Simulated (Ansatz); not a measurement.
# FH2Si: saddle search for pyramidal inversion, by script

A script is to give a saddle search for pyramidal inversion; the system is FH2Si. SMILES: F[SiH2].

All numbers are computed with Ansatz 0.2.0, driven from Python. Level of theory: MP2/def2-SVP.

## 1. Starting point

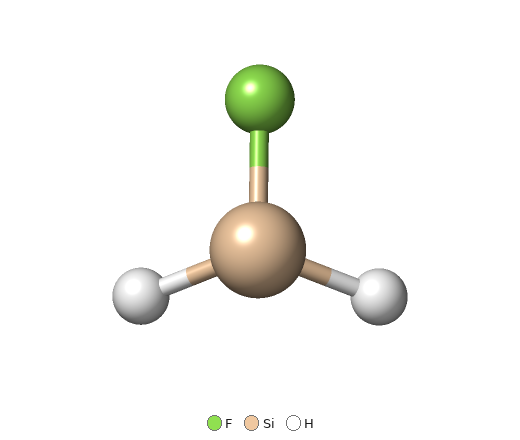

The starting structure, viewed from a chosen angle; fluorine green, silicon light orange, hydrogen white.

No structure file is read: the coordinates are typed or built in the script.

## 2. The script

Input file fh2si.py:

```python
"""Saddle point for pyramidal inversion in FH2Si."""

import itertools

import ansatz as az
from ase.data import atomic_numbers, covalent_radii
import numpy as np

BASIS = "def2-SVP"
LEVEL = "mp2"


def main() -> None:
    geometry_ang = [
        ("F", (1.20559, 0.64754, -0.42551)),
        ("Si", (-0.12215, -0.26492, -0.24687)),
        ("H", (-1.21993, 0.67852, -0.26164)),
        ("H", (0.13649, -1.06114, 0.93402)),
    ]
    mol = az.Crystal.molecule()
    for symbol, xyz in geometry_ang:
        mol = mol.atom(symbol, xyz)

    model = (
        mol.calculation()
        .basis(gaussian=BASIS)
        .correlation(LEVEL)
        .spin("collinear", total=1)
    )
    symbols = [site.symbol for site in mol.cartesian_sites]
    start = np.array([site.position_ang for site in mol.cartesian_sites], dtype=float)
    summary = model.relax(force_tolerance=0.005).run(threads=1, backend="cpu").report
    end = np.array(summary["positions_ang"])

    # start with the apex atom pushed most of the way into the plane of its neighbours
    a, b, d = end[[0, 2, 3]]
    normal = np.cross(b - a, d - a)
    normal /= np.linalg.norm(normal)
    flat = end.copy()
    flat[1] -= 0.8 * ((end[1] - a) @ normal) * normal
    guess = np.zeros_like(flat)
    guess[1] = normal
    near = az.Crystal.molecule()
    for symbol, place in zip(symbols, flat):
        near = near.atom(symbol, place.tolist())
    search = (
        near.calculation()
        .basis(gaussian=BASIS)
        .correlation(LEVEL)
        .spin("collinear", total=1)
        .saddle(mode_guess=guess.tolist(), force_tolerance=0.01, max_steps=40)
    )
    steps = []
    top = search.session().plan().execute(on_event=lambda e: steps.append(e["data"]) if e["event"] == "saddle_step" else None).report
    for s in steps:
        print(f"step {s['step']:2d}  E = {s['lagrangian_ev']:.5f} eV  force {s['allowed_force_max_ev_ang']:.4f} eV/A  curvature {s['curvature_ev_ang2']:.3f} eV/A^2")
    print(f"minimum {summary['free_energy_ev']:.5f} eV, saddle {top['free_energy_ev']:.5f} eV")
    print(f"electronic barrier {(top['free_energy_ev'] - summary['free_energy_ev']):.2f} eV")
    saddle = np.array(top["positions_ang"])
    # pairs closer than 1.2 times the sum of covalent radii, before or after
    radius = [covalent_radii[atomic_numbers[s]] for s in symbols]
    span = lambda where, i, j: np.linalg.norm(where[i] - where[j])
    bonded = [(i, j) for i, j in itertools.combinations(range(len(symbols)), 2) if min(span(end, i, j), span(saddle, i, j)) < 1.2 * (radius[i] + radius[j])]
    print("pair        before    after (A)")
    for i, j in bonded:
        print(f"{symbols[i]}{i}-{symbols[j]}{j}".ljust(10), f"{span(end, i, j):8.4f} {span(saddle, i, j):8.4f}")


if __name__ == "__main__":
    main()
```

## 3. The input behind the calls

The engine receives this input (first run):

```yaml
crystal:
  periodic: [false, false, false]
  atoms:
    - { symbol: F, position_ang: [1.20559, 0.64754, -0.42551] }
    - { symbol: Si, position_ang: [-0.12215, -0.26492, -0.24687] }
    - { symbol: H, position_ang: [-1.21993, 0.67852, -0.26164] }
    - { symbol: H, position_ang: [0.13649, -1.06114, 0.93402] }
basis:
  gaussian:
    orbitals: def2-SVP
magnetization:
  spin_polarized: true
  initial_magnetization: 1.0
correlation:
  method: mp2
relax:
  f_tol: 0.005
```

## 4. The run

Started as:

```
$ python fh2si.py
```

Output:

```text
step  1  E = -10601.70904 eV  force 2.6986 eV/A  curvature -20.948 eV/A^2
step  2  E = -10601.83004 eV  force 0.7136 eV/A  curvature -25.212 eV/A^2
step  3  E = -10601.83801 eV  force 0.1158 eV/A  curvature -26.047 eV/A^2
step  4  E = -10601.83775 eV  force 0.0166 eV/A  curvature -25.835 eV/A^2
step  5  E = -10601.83776 eV  force 0.0081 eV/A  curvature -25.835 eV/A^2
minimum -10602.54094 eV, saddle -10601.83776 eV
electronic barrier 0.70 eV
pair        before    after (A)
F0-Si1       1.6332   1.6337
Si1-H2       1.4815   1.4556
Si1-H3       1.4815   1.4556
```

Wall time 36 s (1 thread of Intel Xeon Platinum 8259CL at 2.50GHz (Skylake/Cascade Lake), shared host); peak memory 0.18 GiB.

## 5. What changed from run to run

The engine's inputs for the other runs:

Run 2, against run 1:

```diff
@@ -4,4 +4,4 @@
-    - { symbol: F, position_ang: [1.20559, 0.64754, -0.42551] }
-    - { symbol: Si, position_ang: [-0.12215, -0.26492, -0.24687] }
-    - { symbol: H, position_ang: [-1.21993, 0.67852, -0.26164] }
-    - { symbol: H, position_ang: [0.13649, -1.06114, 0.93402] }
+    - { symbol: F, position_ang: [1.2651236278638265, 0.6700351346178739, -0.4603247976404076] }
+    - { symbol: Si, position_ang: [-0.042790038166893134, -0.005722544642209532, 0.040216646275991474] }
+    - { symbol: H, position_ang: [-1.255852956410626, 0.6360837911670401, -0.20886968950579457] }
+    - { symbol: H, position_ang: [0.06256207614126845, -1.0548451965962171, 0.9533012702771159] }
@@ -16,2 +16,8 @@
-relax:
-  f_tol: 0.005
+saddle:
+  mode_guess:
+    - [0.0, 0.0, 0.0]
+    - [0.07121294578461454, 0.6020933837479286, 0.7952435310014456]
+    - [0.0, 0.0, 0.0]
+    - [0.0, 0.0, 0.0]
+  f_tol: 0.01
+  max_steps: 40
```

Lines on the test bed's own set-up are left out of the output.

## 6. Run by run

The 2 runs, in the order started:

```
run    kind of run  energy from run 1 (eV)  <S²>  SCF cycles in all  CPU time (s)
  1     relaxation                  0.0000  0.75                 86           6.9
  2  saddle search                  0.7032  0.77                345            29
```

## 7. The relaxation of run 1, step by step

Step by step:

| step | energy from step 1 (eV) | largest force component (eV/Å) |
| --- | --- | --- |
| 1 | 0.0000 | 0.7560 |
| 2 | -0.0784 | 0.1814 |
| 3 | -0.0813 | 0.0902 |
| 4 | -0.0826 | 0.0282 |
| 5 | -0.0826 | 0.0132 |
| 6 | -0.0826 | 0.0071 |
| 7 | -0.0826 | 0.0030 |

Step 1 is the start.

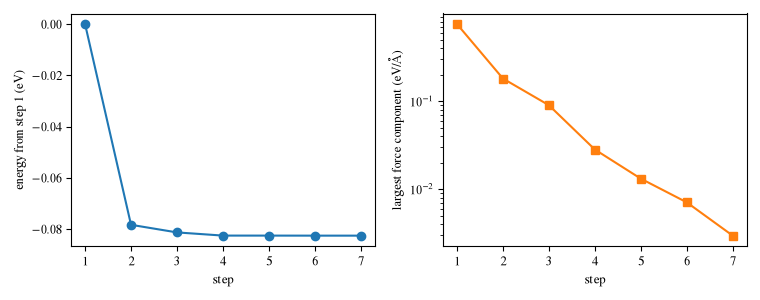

Energy and largest force along the relaxation.

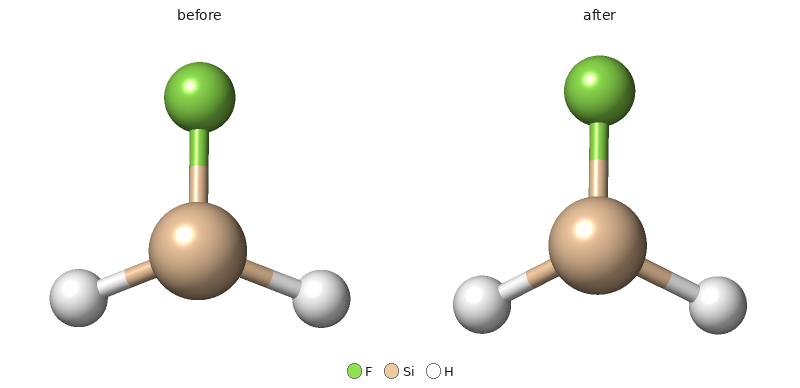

The structure before (left) and after (right) the relaxation, drawn at the same scale.

Before: Bond lengths: F1–Si2 1.621 Å, Si2–H3 1.448 Å, Si2–H4 1.448 Å. Angles: F1–Si2–H3 104.7°, F1–Si2–H4 104.7°, H3–Si2–H4 120.2°.

After: Bond lengths: F1–Si2 1.633 Å, Si2–H3 1.482 Å, Si2–H4 1.482 Å. Angles: F1–Si2–H3 108.8°, F1–Si2–H4 108.8°, H3–Si2–H4 110.8°.

## 8. Outcome

| quantity | value |
| --- | --- |
| runs compared | 2 |
| moves of the relaxation of run 1 | 6 |
| energy gained in run 1 | 0.083 eV |
| last largest force component of run 1 | 0.0030 eV/Å |

In words: The dearest, run 2 (saddle search), took some 4.2 times as long as run 1 (relaxation). Run 1: The relaxation took 6 moves; the largest shift is 0.077 Å. Caveats:
- The energies are electronic: no zero-point or thermal terms, and the basis set is short of its limit. No separate frequency run checks the order of the saddle point.
- The species is open-shell (spin multiplicity 2).
